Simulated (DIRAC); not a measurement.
**MP2/dyall-v2z (sfX2C, uncontracted yes, window high 13.91 Eh, window low -1.033 Eh) run of SCl2O2 (sulfuryl chloride)**

Aim: the energy of SCl2O2 (sulfuryl chloride). 

Program for the calculation: DIRAC 26.1 (patched).

4 further runs of the same task are left out: 4 set aside as unsound or not needed.

### Step 1. The structure to begin with

SCl2O2 has 5 atoms, charge 0, and is taken as a singlet. As SMILES, `O=S(=O)(Cl)Cl`. The coordinates come from a PBE0-D4/def2-TZVP, symmetrised relaxation.

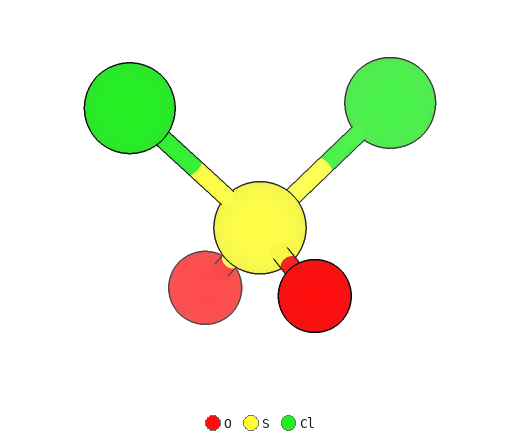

Viewed from a chosen angle; oxygen red, sulfur yellow, chlorine green.

### Step 2. A single-point energy at MP2/dyall-v2z (sfX2C, uncontracted yes, window high 13.91 Eh, window low -1.033 Eh)

mol.xyz reads:

```xyz
5
geometry
O       0.79008776      0.44098500     -1.46602113
S      -0.14457539      0.26751327     -0.41717184
O      -1.45771688      0.79435426     -0.46042069
Cl     -0.28563629     -1.70451506     -0.03951008
Cl      0.71768647      0.90507637      1.28618958
```

calc.inp reads:

```
! Kramers-restricted calculation
**DIRAC
.TITLE
 Cl2O2S
.WAVE FUNCTION
**HAMILTONIAN
.X2C
.SPINFREE
**INTEGRALS
*READIN
.UNCONTRACT
**WAVE FUNCTION
.SCF
.RELCCSD
*SCF
.CLOSED SHELL
 66
**MOLTRA
.ACTIVE
energy -1.033 13.91 0.001
**RELCC
.ENERGY
*CCENER
.NOSD
.NOSDT
**MOLECULE
*BASIS
.DEFAULT
dyall.v2z
*END OF INPUT
```

On the command line:

```bash
$ pam --inp=calc.inp --mol=mol.xyz --noarch --mw=122 --aw=276
```

Output:

```text
*************************** Hamiltonian defined ***************************
   ***************************************************************************

 One-electron operator origins:
 - General operator origin (a.u.)       :   0.000000000000000   0.000000000000000   0.000000000000000
 - Magnetic gauge origin (a.u.)         :   0.000000000000000   0.000000000000000   0.000000000000000
 - Dipole (and multipole) origin (a.u.) :   0.000000000000000   0.000000000000000   0.000000000000000
 * Print level:    0
 * Exact-Two-Component (X2C) Hamiltonian
   Reference:
    "Implementation of an infinite-order two-component relativistic Hamiltonian
    by a simple one-step transformation."
   additional reference for the new X2C module:
    manuscript in preparation, Strasbourg 2010.

 * Running in two-component mode
   with the following modifications:
   - Spin-orbit interactions neglected
 * Default integral flags passed to all modules
   - LL-integrals:     1
   - LS-integrals:     0
   - SS-integrals:     0
   - GT-integrals:     0

    **************************************************************************
    ************************** Wave function module **************************
    **************************************************************************

 Wave function types requested (in input order):
     HF
     RELCCSD

 Wave function jobs in execution order (expanded):
 * Hartree-Fock calculation
 * Run RELCCSD code
===========================================================================
 *SCF: Set-up for Hartree-Fock calculation:
===========================================================================
 * Number of fermion irreps: 1
 * Closed shell SCF calculation with    66 electrons in   33 orbitals.
 * Charge of molecule : 0
 * Sum of atomic potentials used for start guess
 * General print level   :   0

 ***** INITIAL TRIAL SCF FUNCTION *****
 * Trial vectors read from CHECKPOINT
 * Scaling of active-active block correction to open shell Fock operator    0.500000
   to improve convergence (default value).

 ***** SCF CONVERGENCE CRITERIA *****
 * Convergence on norm of error vector (gradient).
   Desired convergence:1.000D-07
   Allowed convergence:1.000D-06

 ***** CONVERGENCE CONTROL *****
 * Fock matrix constructed using differential density matrix
    with optimal parameter.
 * DIIS (in MO basis)
 * DIIS will be activated when convergence reaches : 1.00D+20
   - Maximum size of B-matrix:   10
 * Damping of Fock matrix when DIIS is not activated.
   Weight of old matrix    : 0.250
 * Maximum number of SCF iterations  :   50
 * No quadratic convergent Hartree-Fock
 * Contributions from 2-electron integrals to Fock matrix:
   LL-integrals.
    ---> this is default setting from Hamiltonian input
 * NB!!! No e-p rotations in 2nd order optimization.
 ***** OUTPUT CONTROL *****
 * Only electron eigenvalues written out.
===========================================================================
 **RELCC: Set-up for Coupled Cluster calculations
===========================================================================
===========================================================================
 TRPINP: Property integral transformation
===========================================================================
 * Print level:    0
 *The following operators will be transformed:
    1  XDIPLEN              B1      T+
...........................................................................
      Operator type DIAGONAL : diagonal times scalar operator
      Labels and factors     : XDIPLEN  +00+     1.0000000000000 (real)
...........................................................................
    2  YDIPLEN              B2      T+
...........................................................................
      Operator type DIAGONAL : diagonal times scalar operator
      Labels and factors     : YDIPLEN  +00+     1.0000000000000 (real)
...........................................................................
    3  ZDIPLEN              A1      T+
...........................................................................
      Operator type DIAGONAL : diagonal times scalar operator
      Labels and factors     : ZDIPLEN  +00+     1.0000000000000 (real)
...........................................................................
---------------------------------------------------------------------------

===========================================================================
 TRAINP: Set-up for index transformation
===========================================================================

 * General print level   :   0
 * Electronic orbitals only.
 * Total active space.
    Fermion ircop:E1
     No explicit orbitals specified

 * Set-up for 2-index transformation
 * LS Integrals not included in core Fock-matrix
 * SS Integrals not included in core Fock-matrix
 * Active spaces:
    Fermion ircop:E1
     No explicit orbitals specified for index  1
     No explicit orbitals specified for index  2

 * Set-up for 4-index transformation
 * Following scheme      :   4
 - write (rs)-batches of half-transformed integrals
 (ij|rs) to disk; parallel scheme
 * Screening threshold :1.00E-14
 * MO integral threshold :1.00E-14
 * LS Integrals not transformed.
 * SS Integrals not transformed.
 * Gaunt Integrals not transformed.
 * Active spaces:
    Fermion ircop:E1
     No explicit orbitals specified for index  1
     No explicit orbitals specified for index  2
     No explicit orbitals specified for index  3
     No explicit orbitals specified for index  4

[... 8 lines left out ...]
                      Nuclear contribution to dipole moments
[... 32 lines left out ...]
                      Nuclear contribution to dipole moments
[... 58 lines left out ...]
* Convergence on norm of error vector (gradient).
  Desired convergence:1.000D-07
  Allowed convergence:1.000D-06
[... 1 line left out ...]
* ERGVAL - convergence in total energy
* FCKVAL - convergence in maximum change in total Fock matrix
* EVCVAL - convergence in error vector (gradient)
[... 10 lines left out ...]
* Convergence after   17 iterations.
[... 3 lines left out ...]
                                   TOTAL ENERGY
[... 4 lines left out ...]
   Electronic energy                        :    -1875.0661045279680
[... 1 line left out ...]
   Other contributions to the total energy
   Nuclear repulsion energy                 :      404.8661416049914
[... 2 lines left out ...]
   Total energy                             :    -1470.1999629229767
[... 83 lines left out ...]
* REACMO: Coefficients read from CHECKPOINT  - Total energy: -1470.19996292297674
[... 49 lines left out ...]
 (PAMTRA)  Orbitals read from CHECKPOINT

* Core orbital ranges for 2-index transformation:

 * Fermion ircop E1

      Index 1   21 orbitals
          1    2    3    4    5    6    7    8    9   10   11   12
         13   14   15   16   17   18   19   20   21

    **************************************************************************
    **************** Transformation to Molecular Spinor Basis ****************
    **************************************************************************

       ********************************************************************
       **************** Transformation of core Fock matrix ****************
       ********************************************************************

* REACMO: Coefficients read from CHECKPOINT  - Total energy: -1470.19996292297674
SCR        scr.thr.    Step1    Step2  Coulomb  Exchange    CPU-time
SOfock:LL  1.00D-12    4.84%   29.51%    0.00%    0.01%   0.56042480s
 >>> CPU  time used in SO Fock is   0.56 seconds
 >>> WALL time used in SO Fock is   0.56 seconds

* REAFCK: Fock matrix read from file DFFCK1

 Core energy (includes nuclear repulsion) :          -1378.5518663295
 - Electronic part :                                 -1783.4180079345
   - One-electron terms :                            -2341.1937156087
   - Two-electron terms :                              557.7757076742

 MOLFDIR file MRCONEE is written
 - Integral class 1 : (LL|??)
* Screening statistics:
   (LL|LL)ints :   3.12%
   Total       :   3.12%

 - Starting symmetrization after          19.29 seconds
 - Finished symmetrization after          19.69 seconds

 - Binary  file MDCINT was written.

 Total CPU  time used in PAMTRA (master only) :   00:00:20

---< Process     1 of     1----<

 Relativistic Coupled Cluster program RELCCSD

 Initializing word-addressable I/O : the FORTRAN-interface is used with    16 KB records
===========================================================================
 **RELCC: Set-up for Coupled Cluster calculations
===========================================================================
 * General print level   :   0

 Total memory available :        2105.71 MB    2.056 GB

 INFO: No old restart file(s) found!

 Configuration in highest pointgroup

                                           E    E
 Spinor class : occupied                  12   12
 Spinor class : virtual                   75   75

 Configuration in abelian subgroup

                                        A1 a B1 a B2 a A2 a A1 b B1 b B2 b A2 b
 Spinor class : occupied                   4    3    3    2    4    3    3    2
 Spinor class : virtual                   28   19   18   10   28   19   18   10

 Number of electrons :                    24
 Total charge of the system :              0
 Number of virtual spinors :             150
 Complex arithmetic mode :                 F
 Do integral sorting     :                 T
 Do energy calculation   :                 T
 Do gradient calculation :                 F
 Do response calculation :                 F
 Debug information       :                 F
 Timing information      :                 F
 Print level          :                    0
 Memory limit (MWord) :                       263
 Interface used       :                DIRAC4

 Leave after calculating the total memory demand :          F
 Memory for reading and sorting integrals :             26275508 8-byte words
 Core used for calculating amplitudes :                   593344 8-byte words
 Memory used for active modules :                       26275508 8-byte words

 Predicted RelCC memory demand:          200.47 MB
 Predicted RelCC memory demand:           0.196 GB

 Expanding and sorting integrals to unique types :
 Type OOOO :            7404 integrals
 Type VOOO :           94500 integrals
 Type VVOO :          294336 integrals
 Type VOVO :         1218900 integrals

 Start sorting of integral classes at

 Sorting of first 4 classes done at

 Finished sorting of integrals

 Single determinant electronic energy :      -91.648096593464473

 Checking the orbital energies, the program computes the diagonal elements of the
 reconstructed Fock matrix. Differences with the reference orbital energies
 are given if above a treshold or if iprnt > 1

 Spinor   Abelian Rep.         Energy   Recalc. Energy

 The diagonal elements of the recomputed Fock matrix (right column) are used in perturbation expressions.

 Use the perturbative values (MP2, CCSD[T]/(T)/-T) with care, especially
 in  open shell calculations because the orbitals need not always be
 semi-canonical as was assumed in the derivation of the expressions.
 The missing terms may be important !

 Nuclear repulsion + core energy :         -1378.551866329472432
 Zero order electronic energy :              -14.859871654731391
 First order electronic energy :             -76.788224938733080
 Electronic energy :                         -91.648096593464473
 SCF energy :                              -1470.199962922936948

 Energy calculations
 MP2 module active :                       T
 CCSD module active :                      F
 CCSD(T) module active :                   F

  MP2 results

 SCF energy :                              -1470.199962922936948
 MP2 correlation energy :                     -0.634299653800239
 Total MP2 energy :                        -1470.834262576737274
 T1 diagnostic :                               0.000000004275958

--------------------------------------------------------------------------------

 Status of the calculations
 Integral sort # 1 :                   Completed, restartable
 Integral sort # 2 :                   On menu but not yet called
 Fock matrix build :                   On menu but not yet called
 MP2 energy calculation :              Completed, restartable
 CCSD energy calculation :             Completed, restartable
 CCSD(T) energy calculation :          Never asked for
 CCSD(T) energy calculation :          Never asked for

 Overview of calculated energies
@ SCF energy :                             -1470.199962922936948
@ MP2 correlation energy :                    -0.634299653800239
@ Total MP2 energy :                       -1470.834262576737274

--------------------------------------------------------------------------------

 Before CC driver :              25500.50                    29.76
 Initialization :                    0.05                     0.05
 Integral sorting :                  0.60                     0.60
 Energy calculation :                0.03                     0.03
 First order properties :            0.00                     0.00
 Second order properties :           0.00                     0.00
 Fock space energies :               0.00                     0.00
 EOMCC energies :                    0.00                     0.00
 Untimed parts :                     0.00                     0.00
 Total time in CC driver :             1.                     0.68

 CPU time (seconds) used in RELCCSD:                     0.6772
 CPU time (seconds) used before RELCCSD:                29.7586
 CPU time (seconds) used in total sofar:                30.4358

  --- Normal end of RELCCSD Run ---

################################################################################

 * Closing HDF5 checkpoint file
    - Checkpoint file contains all required data, can be used for restarts
    - Checkpoint file closed

*****************************************************
********** E N D   of   D I R A C  output  **********
*****************************************************

>>>> Total WALL time used in DIRAC: 31s
```

Run time: 31 s. Hardware: 1 thread of Arm Neoverse V1, shared host; peak memory 0.14 GiB.

### Step 3. Summary of results

Level: MP2/dyall-v2z (sfX2C, uncontracted yes, window high 13.91 Eh, window low -1.033 Eh), 21 core and valence orbitals frozen.

| quantity | value |
| --- | --- |
| total energy | -1470.83426 Eh |
| HOMO energy (Hartree–Fock orbitals) | -13.67 eV |
| LUMO energy (Hartree–Fock orbitals) | 0.84 eV |
| HOMO–LUMO gap (Hartree–Fock orbitals) | 14.52 eV |
| correlation energy (21 orbitals frozen) | -634.3 mEh |
